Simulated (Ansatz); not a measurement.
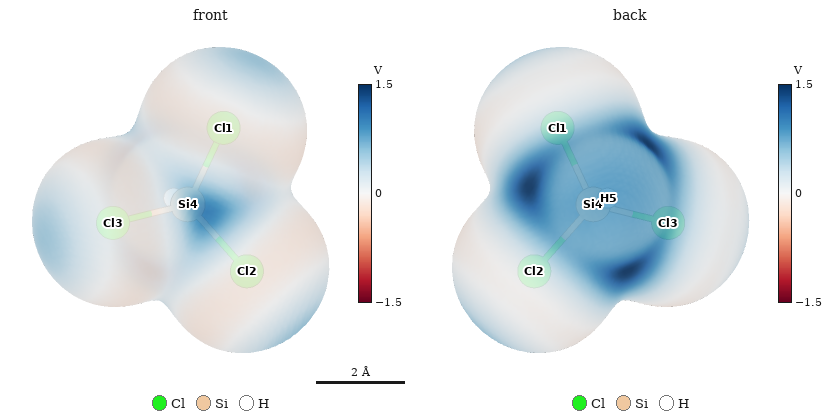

Figure 1: Cl₃HSi (SMILES Cl[SiH](Cl)Cl). The electrostatic potential painted on the density surface at 0.002 e/bohr³, seen from the front and from behind; the colour scale runs from red (negative) to blue (positive).

Geometry: r2SCAN-D4/def2-SVP.

All numbers below come from isolated molecule in a Gaussian basis; Kohn-Sham density functional theory, functional PBE0 in Ansatz 0.2.0.

```yaml
atoms:
  - { symbol: Cl, position_ang: [-0.4839, 1.7660, -3.7894] }
  - { symbol: Cl, position_ang: [-2.1615, -0.5944, -2.1199] }
  - { symbol: Cl, position_ang: [1.0236, -1.1092, -2.9935] }
  - { symbol: Si, position_ang: [-0.3324, 0.2953, -2.3702] }
  - { symbol: H, position_ang: [0.1128, 0.8825, -1.0927] }
```

Where is the surface potential most negative and most positive?

Answer. The most negative region (about −0.1 V) lies over Cl1, Cl2 and Cl3, the most positive (about +1.5 V) over Si4. Cl1 shows a σ-hole: about +0.5 V at the tip opposite its bond, against about −0.1 V on its flanks. Cl2 shows a σ-hole: about +0.5 V at the tip opposite its bond, against about −0.1 V on its flanks. Cl3 shows a σ-hole: about +0.5 V at the tip opposite its bond, against about −0.1 V on its flanks.

How polar is the molecule by this calculation?

Answer. Its dipole moment is 0.88 D.
